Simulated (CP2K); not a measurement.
# BSi2H4F (SMILES FB1[SiH2][SiH2]1) at PM3

What is the energy change on altering one bond length of BSi2H4F at PM3? 

The results are computed with CP2K 2026.2.

1 further run of the same task is left out (set aside as unsound or not needed).

## (1) The structure to begin with

BSi2H4F: 8 atoms, total charge 0, spin state singlet. As SMILES, `FB1[SiH2][SiH2]1`. Geometry: a rough force-field guess.

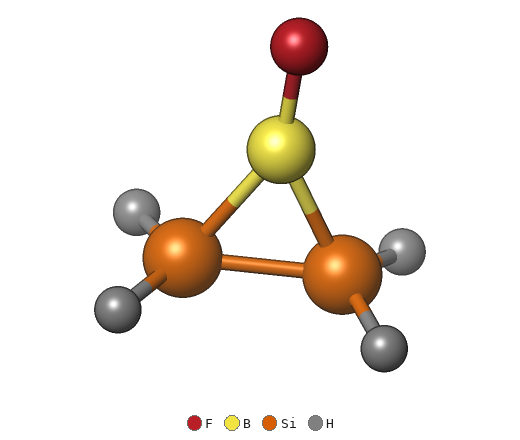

The structure, seen from a chosen angle (fluorine red, boron yellow, silicon orange, hydrogen grey).

## (2) Energy and gradient at PM3

job.inp

```
&GLOBAL
    PROJECT job
    RUN_TYPE ENERGY_FORCE
    PRINT_LEVEL MEDIUM
&END

&FORCE_EVAL
    METHOD Quickstep
    &DFT
        &QS
            METHOD PM3
            EPS_DEFAULT 1.0E-10
            &SE
                &COULOMB
                    CUTOFF [angstrom] 50
                    RC_RANGE [angstrom] 0
                &END
                &EXCHANGE
                    CUTOFF [angstrom] 50
                    RC_RANGE [angstrom] 0
                &END
            &END
        &END
        &POISSON
            PERIODIC NONE
            POISSON_SOLVER ANALYTIC
        &END
        &SCF
            SCF_GUESS ATOMIC
            EPS_SCF 1.0E-06
            MAX_SCF 150
            &DIAGONALIZATION
                ALGORITHM STANDARD
            &END
            &MIXING
                METHOD DIRECT_P_MIXING
                ALPHA 0.4
            &END
        &END
        &PRINT
            &MOMENTS
                PERIODIC F
                REFERENCE COM
                MAX_MOMENT 1
            &END
            &MO ON
                ENERGIES T
                OCCUPATION_NUMBERS T
                NDIGITS 6
                &EACH
                    QS_SCF 0
                &END
                ADD_LAST NUMERIC
            &END
            &HIRSHFELD OFF
            &END
        &END
    &END
    &SUBSYS
        &CELL
            ABC 19.6 19.3 19.5
            PERIODIC NONE
        &END
        &COORD
            F     11.599400     8.777950    11.482750
            B     10.515600     9.168950    10.521650
            Si     9.426300    10.591450     9.542250
            Si     9.175300     8.602550     9.206650
            H     10.303800    11.298950     8.569450
            H      8.555600    11.306950    10.479050
            H      9.734700     7.993050     8.017250
            H      8.000600     7.993050     9.900050
        &END
    &END
    &PRINT
        &FORCES ON
        &END
    &END
&END
```

Launch:

```bash
$ OMP_NUM_THREADS=1 cp2k.psmp -i job.inp > job.out 2>&1
```

The log of the run:

```text
CP2K| version string:                                       CP2K version 2026.2
[...]
 GLOBAL| Method name                                                        CP2K
[...]
 GLOBAL| Run type                                                   ENERGY_FORCE
[...]
                             - Atoms:                                          8
[...]
                             - Spherical basis functions:                     20
[...]
 Number of electrons:                                                         22
[...]
     1 P_Mix/Diag. 0.40E+00    0.0     0.68913473       -22.4618814018 -2.25E+01
[...]
    29 DIIS/Diag.  0.52E-06    0.0     0.00000075       -25.8451988071 -3.52E-12
  *** SCF run converged in    29 steps ***
  Core-core repulsion energy [eV]:                            877.26867955380385
  Core Hamiltonian energy [eV]:                             -1141.32068009513478
  Two-electron integral energy [eV]:                         -878.46325009423026
  Electronic energy [eV]:                                   -1580.55230514224991
  Total energy [eV]:                                         -703.28362558844606
  Atomic reference energy [eV]:                               702.63826563574673
  Heat of formation [kcal/mol]:                               -14.88235523714215
[...]
 SE_DIPOLE| Moment [Debye]          2.52785048      -0.90958532       2.26616618
 SE_DIPOLE| Derivative [a.u.]       0.00000000       0.00000000       0.00000000
 ENERGY| Total FORCE_EVAL ( QS ) energy [hartree]            -25.845198807079214
 FORCES| Atomic forces [hartree/bohr]
 FORCES|   Atom     x               y               z               |f|
 FORCES|      1 -7.90019904E-02  2.93234119E-02 -6.95862375E-02   1.09285962E-01
 FORCES|      2  6.86325148E-02 -2.23911141E-02  5.87140726E-02   9.30544271E-02
 FORCES|      3  1.34420421E-02  3.55354206E-03  3.59474226E-03   1.43610003E-02
 FORCES|      4 -8.48778865E-03 -8.68438568E-03  8.00471177E-03   1.45442951E-02
 FORCES|      5 -2.36283377E-03  4.07377419E-03  5.66264006E-03   7.36506022E-03
 FORCES|      6  1.17802375E-03  5.03662873E-03  2.83736760E-05   5.17263705E-03
 FORCES|      7  1.35609022E-03 -6.75589339E-03 -2.79744035E-03   7.43685073E-03
 FORCES|      8  5.24394198E-03 -4.15596369E-03 -3.62086251E-03   7.60799625E-03
 FORCES| Sum     2.22044605E-16  1.38777878E-16  2.56739074E-16
 FORCES| Total atomic force                                       3.66712501E-16
[...]
```

Run time: 1.1 s. Hardware: 1 thread of Intel Xeon Platinum 8259CL at 2.50GHz (Skylake/Cascade Lake), shared host; peak memory 0.19 GiB.

## (3) The distorted shape at the same level

run.inp

```
&GLOBAL
  PROJECT run
  RUN_TYPE ENERGY_FORCE
  PRINT_LEVEL MEDIUM
&END GLOBAL

&FORCE_EVAL
  METHOD Quickstep
  &DFT
    CHARGE 0
    MULTIPLICITY 1
    &QS
      METHOD PM3
      EPS_DEFAULT 1.0E-10
      &SE
        &COULOMB
          CUTOFF [angstrom] 50
          RC_RANGE [angstrom] 0
        &END COULOMB
        &EXCHANGE
          CUTOFF [angstrom] 50
          RC_RANGE [angstrom] 0
        &END EXCHANGE
      &END SE
    &END QS
    &POISSON
      PERIODIC NONE
      POISSON_SOLVER ANALYTIC
    &END POISSON
    &SCF
      SCF_GUESS ATOMIC
      EPS_SCF 1.0E-06
      MAX_SCF 150
      &DIAGONALIZATION
        ALGORITHM STANDARD
      &END DIAGONALIZATION
      &MIXING
        METHOD DIRECT_P_MIXING
        ALPHA 0.4
      &END MIXING
    &END SCF
    &PRINT
      &MOMENTS
        PERIODIC F
        REFERENCE COM
        MAX_MOMENT 1
      &END MOMENTS
      &MO ON
        ENERGIES T
        OCCUPATION_NUMBERS T
        NDIGITS 6
        &EACH
          QS_SCF 0
        &END EACH
        ADD_LAST NUMERIC
      &END MO
      &HIRSHFELD OFF
      &END HIRSHFELD
    &END PRINT
  &END DFT
  &SUBSYS
    &CELL
      ABC [angstrom] 19.6 19.7 19.5
      PERIODIC NONE
    &END CELL
    &COORD
      F     11.599400     8.763295    11.482750
      B     10.515600     9.154295    10.521650
      Si     9.426300    10.576795     9.542250
      Si     9.175300     8.587895     9.206650
      H     10.303800    11.284295     8.569450
      H      8.033168    11.721605    11.041143
      H      9.734700     7.978395     8.017250
      H      8.000600     7.978395     9.900050
    &END COORD
  &END SUBSYS
  &PRINT
    &FORCES ON
    &END FORCES
  &END PRINT
&END FORCE_EVAL
```

Launch:

```bash
$ OMP_NUM_THREADS=1 cp2k.psmp -i run.inp -o run.out
```

The log of the run:

```text
CP2K| version string:                                       CP2K version 2026.2
[...]
 GLOBAL| Method name                                                        CP2K
[...]
 GLOBAL| Run type                                                   ENERGY_FORCE
[...]
                             - Atoms:                                          8
[...]
                             - Spherical basis functions:                     20
[...]
 Number of electrons:                                                         22
[...]
     1 P_Mix/Diag. 0.40E+00    0.0     0.68586318       -22.5112953843 -2.25E+01
[...]
    35 DIIS/Diag.  0.96E-06    0.0     0.00000088       -25.7438197888 -3.61E-12
  *** SCF run converged in    35 steps ***
  Core-core repulsion energy [eV]:                            861.42465338152795
  Core Hamiltonian energy [eV]:                             -1139.26346354847760
  Two-electron integral energy [eV]:                         -845.37230407962943
  Electronic energy [eV]:                                   -1561.94961558829254
  Total energy [eV]:                                         -700.52496220676449
  Atomic reference energy [eV]:                               702.63826563574673
  Heat of formation [kcal/mol]:                                48.73393866854241
[...]
 SE_DIPOLE| Moment [Debye]          2.59715344      -0.95595966       2.17752610
 SE_DIPOLE| Derivative [a.u.]       0.00000000       0.00000000       0.00000000
 ENERGY| Total FORCE_EVAL ( QS ) energy [hartree]            -25.743819788791800
 FORCES| Atomic forces [hartree/bohr]
 FORCES|   Atom     x               y               z               |f|
 FORCES|      1 -7.91910353E-02  2.94103262E-02 -6.96983427E-02   1.09517333E-01
 FORCES|      2  6.84695444E-02 -2.22794092E-02  5.94198827E-02   9.33550912E-02
 FORCES|      3 -2.56938573E-02  3.77680862E-02  4.52084808E-02   6.42682610E-02
 FORCES|      4 -9.63152891E-03 -7.66957291E-03  9.67398028E-03   1.56580520E-02
 FORCES|      5 -3.03807244E-03  5.22794904E-03  6.68800956E-03   9.01614148E-03
 FORCES|      6  4.25093002E-02 -3.18073875E-02 -4.47767927E-02   6.94529456E-02
 FORCES|      7  1.26542721E-03 -6.25747959E-03 -2.94706056E-03   7.03153772E-03
 FORCES|      8  5.31022217E-03 -4.39251227E-03 -3.56815740E-03   7.76043626E-03
 FORCES| Sum     1.94289029E-16  2.77555756E-17 -1.70002901E-16
 FORCES| Total atomic force                                       2.59652816E-16
[...]
```

Wall time 1.1 s (1 thread of Intel Xeon Platinum 8259CL at 2.50GHz (Skylake/Cascade Lake), shared host); peak memory 0.19 GiB.

## (4) Summary of results

Level: PM3.

| quantity | value |
| --- | --- |
| first shape: total energy | -25.84520 Eh |
| first shape: dipole moment | 3.51 D |
| first shape: HOMO energy | -9.78 eV |
| first shape: heat of formation at this unrelaxed shape | -14.9 kcal/mol |
| first shape: largest force on an atom | 5.620 eV/Å |
| distorted shape: total energy | -25.74382 Eh |
| distorted shape: dipole moment | 3.52 D |
| distorted shape: HOMO energy | -9.78 eV |
| distorted shape: heat of formation at this unrelaxed shape | 48.7 kcal/mol |
| distorted shape: largest force on an atom | 5.632 eV/Å |
| energy change with the Si3–H6 bond stretched from 1.465 to 2.345 Å | 2.759 eV |

**Reading.** With the Si3–H6 bond stretched from 1.465 to 2.345 Å the energy rises by 2.76 eV (64 kcal/mol). The first shape isn't relaxed at this level, so the change isn't measured from a minimum. The largest force (first shape) is 5.62 eV/Å: the shape isn't a stationary point for this species at this level.
